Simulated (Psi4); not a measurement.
# One shape, several levels: C3H3N+ (SMILES [CH2+][CH]C#N)

We compute a comparison of 4 runs (UHF/STO-3G, UHF/3-21G, UB3LYP/6-31G*, UHSE06/def2-SVPD) of C3H3N+. 

The results are computed with Psi4 1.11.

1 further run of the same task is left out (set aside as unsound or not needed).

## 1. The system as given

The species is C3H3N+ (7 atoms), meant as a doublet with charge +1. As SMILES, `[CH2+][CH]C#N`. The C1–H6 distance was set to 1.636 Å, away from the relaxed value. At this shape a bond of the SMILES string is far longer than usual.

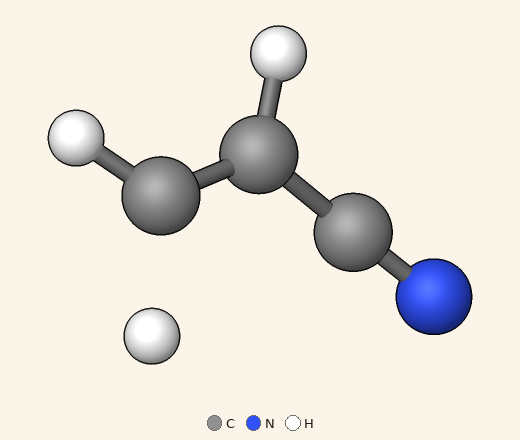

Viewed from a chosen angle; carbon grey, nitrogen blue, hydrogen white.

## 2. Energy and gradient at UHF/STO-3G (run 1)

c3h3n.dat

```
memory 1.6 GB

molecule {
  1 2
  C     -0.03800050     1.88254328    -0.51083644
  C      1.78346871     0.17075376    -0.62391765
  C      1.45569572    -2.45987728    -0.28544880
  N      1.16138977    -4.52805025     0.24138795
  H      0.16282069     3.75879565    -1.34596310
  H     -2.79392228     1.43798709     0.81821362
  H      3.78058797     0.62699034    -0.95163395
  units bohr
  symmetry c1
  no_reorient
  no_com
}

set globals {
  basis         STO-3G
  reference     uhf
  puream        true
  e_convergence 1e-09
  d_convergence 1e-08
  scf_type      pk
  maxiter       200
}

energy_value, wavefunction = gradient('hf', return_wfn=True)
oeprop(wavefunction, 'QUADRUPOLE', 'MAYER_INDICES', 'MULLIKEN_CHARGES')
print_variables()
```

Run with:

```
psi4 c3h3n.dat c3h3n.out -n 1
```

c3h3n.out:

```text
[...]
  Running in c1 symmetry.
[...]
  Nuclear repulsion =   89.282204523823111
[...]
  Multiplicity = 2
[...]
  Nalpha       = 14
  Nbeta        = 13
[...]
    Number of basis functions: 23
[...]
   @UHF iter   1:  -166.99054330157327   -2.21585e+00   2.38509e-02 ADIIS/DIIS
[...]
   @UHF iter  29:  -167.20639065829783   -3.97904e-13   4.91163e-09 DIIS
[...]
   @S^2 Observed:                1.068793494E+00
[...]
  @UHF Final Energy:  -167.20639065829783
   => Energetics <=
    Nuclear Repulsion Energy =             89.2822045238231112
    One-Electron Energy =                -395.0610280607907043
    Two-Electron Energy =                 138.5724328786697583
    Total Energy =                       -167.2063906582978348
  UHF NO Occupations:
  HONO-2 :   12  A 1.9482373
  HONO-1 :   13  A 1.9161118
[...]
  -Total Gradient:
     Atom            X                  Y                   Z
    ------   -----------------  -----------------  -----------------
       1        0.210983264131    -0.061849911204    -0.053323949301
       2       -0.102336692194     0.098100933298     0.004440881444
       3       -0.008302318692    -0.149341959255     0.023183196611
       4        0.019737554780     0.153687597991    -0.032408219685
       5       -0.003772469077    -0.012644872697    -0.001059546508
       6       -0.113791661572    -0.015316635645     0.053539788920
       7       -0.002517677375    -0.012635152489     0.005627848518
[...]
 Multipole Moments:
 ------------------------------------------------------------------------------------
     Multipole            Electronic (a.u.)      Nuclear  (a.u.)        Total (a.u.)
 ------------------------------------------------------------------------------------
 L = 1.  Multiply by 2.5417464519 to convert [e a0] to [Debye]
 Dipole X            :        -27.9064370           28.4861983            0.5797613
 Dipole Y            :         29.5984344          -28.3120601            1.2863742
 Dipole Z            :          7.8132737           -8.3108851           -0.4976114
 Magnitude           :                                                    1.4961614
 L = 2.  Multiply by 1.3450342976 to convert [e a0^2] to [Debye ang]
 Quadrupole XX       :        -73.5451654           63.3746693          -10.1704961
 Quadrupole XY       :         57.4281195          -57.9340596           -0.5059401
[...]
```

Run time: 2.2 s. Hardware: 1 thread of AMD EPYC 9R14 (Zen 4), shared host; peak memory 0.18 GiB.

## 3. Energy and forces at UHF/3-21G (run 2)

job.inp

```
memory 1600 MB

molecule {
  1 2
  C
  C 1 R2
  C 2 R3 1 A3
  N 3 R4 1 A4 2 D4
  H 1 R5 2 A5 3 D5
  H 1 R6 5 A6 2 D6
  H 2 R7 1 A7 5 D7

  R2 = 1.324081
  R3 = 1.414222
  A3 = 125.33845
  R4 = 1.140068
  A4 = 150.96008
  D4 = 166.17133
  R5 = 1.091964
  A5 = 122.20214
  D5 = -160.32461
  R6 = 1.6361
  A6 = 113.04522
  D6 = -179.11647
  R7 = 1.09784
  A7 = 123.8802
  D7 = 21.2697
  units angstrom
  symmetry c1
}

set reference uhf
set puream true
set e_convergence 1e-09
set d_convergence 1e-08
set scf_type pk
set maxiter 200

result, w = gradient('hf/3-21G', return_wfn=True)
oeprop(w, 'MULLIKEN_CHARGES', 'WIBERG_LOWDIN_INDICES', 'DIPOLE', title='HF')
```

Run with:

```
psi4 job.inp job.out -n 1
```

job.out:

```text
[...]
  Running in c1 symmetry.
[...]
  Nuclear repulsion =   89.282223213184778
[...]
  Multiplicity = 2
[...]
  Nalpha       = 14
  Nbeta        = 13
[...]
    Number of basis functions: 42
[...]
   @UHF iter   1:  -168.21421468388098   -6.95931e-01   9.80342e-03 ADIIS/DIIS
[...]
   @UHF iter  30:  -168.37179605919567   -8.52651e-13   6.37343e-09 DIIS
[...]
   @S^2 Observed:                9.382597181E-01
[...]
  @UHF Final Energy:  -168.37179605919567
   => Energetics <=
    Nuclear Repulsion Energy =             89.2822232131847784
    One-Electron Energy =                -395.9668956825561281
    Two-Electron Energy =                 138.3128764101756474
    Total Energy =                       -168.3717960591956739
  UHF NO Occupations:
  HONO-2 :   12  A 1.9784978
  HONO-1 :   13  A 1.9452467
[...]
  -Total Gradient:
     Atom            X                  Y                   Z
    ------   -----------------  -----------------  -----------------
       1        0.013625309456     0.063525958147     0.137171272955
       2        0.000202650493     0.017058445156    -0.113439426625
       3        0.009063806743    -0.061359480461     0.059873019655
       4       -0.001398421497     0.045428407306    -0.033254082601
       5        0.008204632223     0.009251031372    -0.004896202883
       6       -0.026226073306    -0.076749849608    -0.061054175155
       7       -0.003471904112     0.002845488088     0.015599594655
[...]
 Multipole Moments:
 ------------------------------------------------------------------------------------
     Multipole            Electronic (a.u.)      Nuclear  (a.u.)        Total (a.u.)
 ------------------------------------------------------------------------------------
 L = 1.  Multiply by 2.5417464519 to convert [e a0] to [Debye]
 Dipole X            :          0.0675416           -0.0296366            0.0379050
 Dipole Y            :         -1.0835583            2.7459553            1.6623970
 Dipole Z            :          1.8011972           -3.8902949           -2.0890977
 Magnitude           :                                                    2.6700805
[...]
```

Wall time 2.4 s (1 thread of AMD EPYC 9R14 (Zen 4), shared host); peak memory 0.18 GiB.

Run 3 isn't shown in full; the table further down has it.

## 4. Energy and forces at UHSE06/def2-SVPD (run 4)

c3h3n.xyz

```xyz
7
C3H3N
C     -0.020109     0.996199    -0.270323
C      0.943771     0.090359    -0.330163
C      0.770321    -1.301711    -0.151053
N      0.614581    -2.396141     0.127737
H      0.086161     1.989069    -0.712253
H     -1.478480     0.760950     0.432980
H      2.000601     0.331789    -0.503583
```

calc.py

```python
import psi4

psi4.set_memory(1600000000)
psi4.set_num_threads(1)
psi4.set_output_file('c3h3n.out', False)

with open('c3h3n.xyz') as f:
    atoms = ''.join(f.readlines()[2:])
molecule = psi4.geometry('1 2\n' + atoms + 'symmetry c1\nno_reorient\nno_com')

options = {'reference': 'uks', 'puream': True, 'e_convergence': 1e-09, 'd_convergence': 1e-08, 'scf_type': 'pk', 'dft_radial_points': 99, 'dft_spherical_points': 590, 'maxiter': 200}
psi4.set_options(options)

result, w = psi4.gradient("hse06/def2-SVPD", return_wfn=True)
psi4.oeprop(w, "WIBERG_LOWDIN_INDICES", "LOWDIN_CHARGES", "MAYER_INDICES", title="HSE06")
print('gradient / Eh bohr^-1')
print(result.np.round(6))
print(f'energy = {w.energy():.10f} Eh')
```

Run with:

```
python calc.py
```

c3h3n.out:

```text
[...]
  Running in c1 symmetry.
[...]
  Nuclear repulsion =   89.282204522354675
[...]
  Multiplicity = 2
[...]
  Nalpha       = 14
  Nbeta        = 13
[...]
    Number of basis functions: 104
[...]
   @UKS iter   1:  -169.81509796890487   -6.98355e-02   5.37000e-03 ADIIS/DIIS
[...]
   @UKS iter  20:  -170.03786599202667   -4.79758e-11   8.32623e-09 DIIS
[...]
   @S^2 Observed:                7.681776932E-01
[...]
  @UKS Final Energy:  -170.03786599202667
   => Energetics <=
    Nuclear Repulsion Energy =             89.2822045223546752
    One-Electron Energy =                -397.8310715647884308
    Two-Electron Energy =                 156.7859139773789252
    DFT Exchange-Correlation Energy =     -18.2749129269718473
    Empirical Dispersion Energy =           0.0000000000000000
    VV10 Nonlocal Energy =                  0.0000000000000000
    Total Energy =                       -170.0378659920266671
[...]
 Multipole Moments:
 ------------------------------------------------------------------------------------
     Multipole            Electronic (a.u.)      Nuclear  (a.u.)        Total (a.u.)
 ------------------------------------------------------------------------------------
 L = 1.  Multiply by 2.5417464519 to convert [e a0] to [Debye]
 Dipole X            :        -27.8046028           28.4861984            0.6815956
 Dipole Y            :         29.4339676          -28.3120601            1.1219075
 Dipole Z            :          7.7645434           -8.3108851           -0.5463417
 Magnitude           :                                                    1.4218784
[...]
  -Total Gradient:
     Atom            X                  Y                   Z
    ------   -----------------  -----------------  -----------------
       1        0.126029620042    -0.033004692565    -0.037639045686
       2       -0.048080046813     0.069510312972    -0.001720117118
       3       -0.001943966109    -0.089257565563     0.015104998918
       4        0.009146425449     0.078239848280    -0.016547972741
       5        0.002300704975    -0.004125657353     0.000097894166
       6       -0.085157273095    -0.011019708872     0.039126331227
       7       -0.002296514618    -0.010346458495     0.001576410126
[...]
```

On the terminal:

```text
gradient / Eh bohr^-1
[[ 1.2603e-01 -3.3005e-02 -3.7639e-02]
 [-4.8080e-02  6.9510e-02 -1.7200e-03]
 [-1.9440e-03 -8.9258e-02  1.5105e-02]
 [ 9.1460e-03  7.8240e-02 -1.6548e-02]
 [ 2.3010e-03 -4.1260e-03  9.8000e-05]
 [-8.5157e-02 -1.1020e-02  3.9126e-02]
 [-2.2970e-03 -1.0346e-02  1.5760e-03]]
energy = -170.0378659920 Eh
```

Run time: 88 s. Hardware: 1 thread of AMD EPYC 9R14 (Zen 4), shared host; peak memory 0.77 GiB.

## 5. The series

| run | level | integration grid | energy (Eh) | HOMO energy (eV) | LUMO energy (eV) | ⟨S²⟩ | wall time |
| --- | --- | --- | --- | --- | --- | --- | --- |
| 1 | UHF/STO-3G | – | -167.206391 | -18.46 | -6.56 | 1.069 | 2.2 s |
| 2 | UHF/3-21G | – | -168.371796 | -19.10 | -8.23 | 0.938 | 2.4 s |
| 3 | UB3LYP/6-31G* (spherical functions) | 99 radial × 590 angular | -170.355148 | -15.64 | -12.87 | 0.763 | 26 s |
| 4 | UHSE06/def2-SVPD | 99 radial × 590 angular | -170.037866 | -15.67 | -13.10 | 0.768 | 88 s |

## 6. Outcome

```
                                 quantity          value
                      run 4: total energy  -170.03787 Eh
run 4: HOMO energy (highest over α and β)      -15.67 eV
 run 4: LUMO energy (lowest over α and β)      -13.10 eV
                              run 4: ⟨S²⟩          0.768
          run 4: largest force on an atom     6.973 eV/Å
```

Totals of different functionals can't be ranked against each other. In run 1 the basis is minimal, so the values are rough. Spin contamination of the reference: run 1 ⟨S²⟩ = 1.07, run 2 ⟨S²⟩ = 0.94. All runs together took 2 min, the longest 88 s.
